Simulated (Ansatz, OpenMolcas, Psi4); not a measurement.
Calibrating B3LYP/6-31G* (spherical functions) on O-containing molecules

The vertical ionisation energy (cation less neutral) in eV of 8 O-containing molecules: x at B3LYP/6-31G* (spherical functions), y at CCSD(T)/def2-TZVPP. Shapes, held fixed at every level: PBE0-D4/def2-TZVP. Flexible molecules stand in one conformer, not always the lowest. Programs: Ansatz 0.2.0, OpenMolcas 26.06, Psi4 1.11. A level may come from different programs for different species; with the same settings they agree closely.

| molecule | x (eV) | y (eV) |
| --- | --- | --- |
| H3NO (hydroxylamine) | 10.31 | 10.54 |
| H2CO (formaldehyde) | 10.72 | 10.83 |
| H2O2 (hydrogen peroxide) | 11.22 | 11.50 |
| SeO2 (selenium dioxide) | 11.63 | ? |
| B(OH)O (oxoborinic acid) | 12.03 | 12.39 |
| SO2 (sulfur dioxide) | 12.20 | 13.47 |
| CHFO (formyl fluoride) | 12.35 | 12.57 |
| NOF (nitrosyl fluoride) | 12.80 | 12.87 |

**Question.** Fit y = c + s·x to the known rows and predict y for SeO2.

**Answer.** 
1. Means of the 7 rows: x = 11.6614, y = 12.024.
2. Σ(Δx)² = 5.1039, Σ(Δx·Δy) = 5.6138, so the slope is 5.6138/5.1039 = 1.0999.
3. Intercept: 12.024 − (1.0999) × 11.6614 = -0.802. The largest residual of the fit is 0.85.
4. SeO2: -0.802 + 1.0999 × 11.63 = 11.99 eV.

CCSD(T)/def2-TZVPP gives 12.23 eV, so the prediction is off by -0.24 eV, within the largest residual. Uncorrected, B3LYP/6-31G* (spherical functions) misses SeO2 by -0.60 eV, and the other rows by 0.36 on average. The line removes about 60 % of this miss. Left out in turn, the other rows are missed by 0.34 eV on average, hardly better than no correction. Cations run unrestricted. T1 is large for SeO2 (0.022), so single-reference values are less sure there. Relativity is left out for Se. Outer-core shells of Se are correlated, in sets that cover them unevenly.

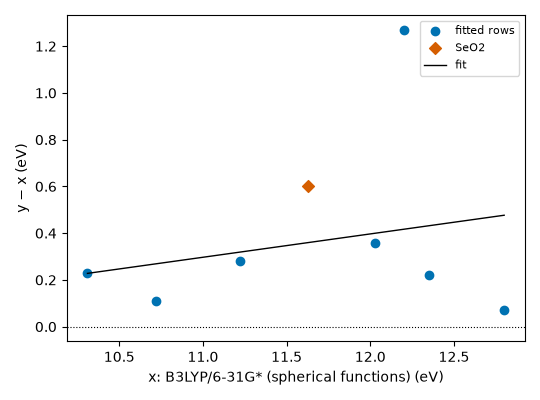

The correction y − x against x, with the fitted line and the withheld molecule.
